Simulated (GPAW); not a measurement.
TaVO4 (Cmmm), O K edge of atom 5, with 1 Ta at 1.97 Å and 2 V at 2.05 Å (distorted trigonal planar, site symmetry 2mm). Method: GPAW, LDA + U (V 4 eV), full core hole (charged cell), 12-atom cell with 5.7 Å between holes, 3×3×3 k points, dipole transitions, Gaussian full width 0.9 eV up to 4 eV, rising linearly to 3.5 eV at 25 eV, without spin-orbit coupling.

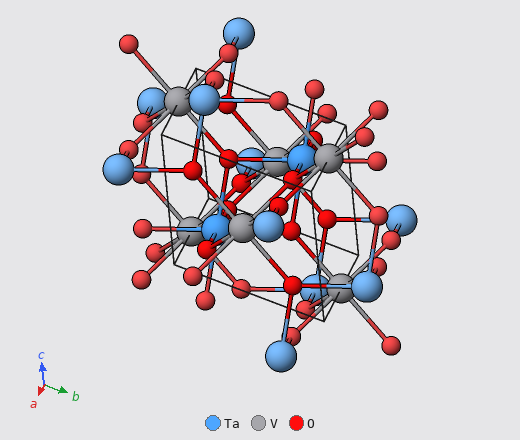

The structure (tantalum blue, vanadium grey, oxygen red). Some periodic images of atoms are drawn too.

```
Ta V O
1.0
     6.61276    0.00000    0.00000
     3.30638    3.36477    3.10973
     3.30638   -3.36477    3.10973
Ta V O
2 2 8
Direct
  0.75000 0.25000 0.25000
  0.25000 0.75000 0.75000
  0.50000 0.00000 0.00000
  0.00000 0.50000 0.50000
  0.45201 0.25000 0.25000
  0.95201 0.75000 0.75000
  0.04799 0.25000 0.25000
  0.54799 0.75000 0.75000
  0.50000 0.69271 0.30729
  0.00000 0.19271 0.80729
  0.50000 0.30729 0.69271
  0.00000 0.80729 0.19271
```

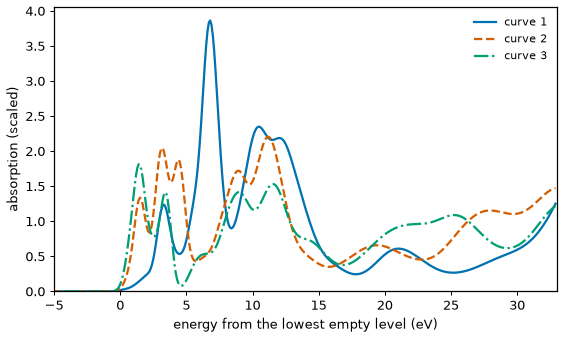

Energy from the lowest empty level; a common scale on which the isotropic spectrum has a mean of 1 over the first 20 eV.

**Question.** The curves are for the electric vector along different Cartesian axes of the cell as given, averaged over the symmetry-equivalent atoms. Which is which?

Curve 1: along x, main maxima 3.3 eV (1.24), 6.8 eV (3.86) and 10.5 eV (2.35). Curve 2: along z, main maxima 1.5 eV (1.34), 3.2 eV (2.05), 4.4 eV (1.88) and 11.2 eV (2.21). Curve 3: along y, main maxima 1.4 eV (1.81), 9.0 eV (1.42) and 11.5 eV (1.53). A K edge sees empty p states; the first features are O p mixed into the empty d states of the Ta and V neighbours, and the broad ones above probably into the cations' higher empty bands. Each direction probes the empty orbitals that point along it. The hole lies in one spin channel, while the script sums the empty states of both and takes the lower zero; where the two channels are split, this blurs and shifts the curve. The crystal has 2 inequivalent O sites and not all are shown here, while a measurement adds them all.

[Banner, clock and machine lines of the logs are left out without a mark of their own.]

[Logs are printed without paths, hosts, clocks, repeated set-up lines and the standing remarks that a program may print on its own settings, such as how far it seeks lower states.]

[Hosts, paths, dates, database ids (printed as entryN), source tags and the programs' standing remarks are cut or masked in the printed files.]

[Lists of maxima count a maximum above −3 eV only where it reaches 4 % of the highest in the window and stands out from its surroundings by 2 % of it (1.5 % where it reaches 55 %); shoulders and weaker maxima are passed over, and of the rest the first, up to two pre-edge ones and the few strongest are named.]
